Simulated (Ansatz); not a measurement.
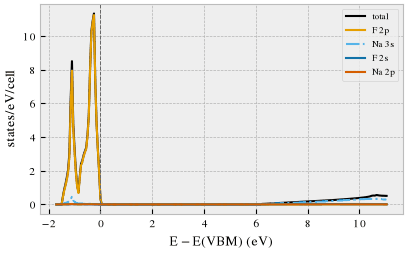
Figure: Total and projected density of states of NaF (rock salt, space group No. 225), PBE in the plane-wave PAW code Ansatz

Question: Which orbitals carry the states next to the gap?

Answer: Top 1 eV of the valence band: F 2p 98 %. Bottom 1 eV of the conduction band: Na 3s 76 %, F 2s 16 %. Projections are on Löwdin-orthogonalised atomic valence shells; empty p or d shells of many metals are not among them.

Space group Fm-3m (rock salt). The PBE relaxation kept the symmetry of its start.

Potentials: the later of the program's two PAW sets.
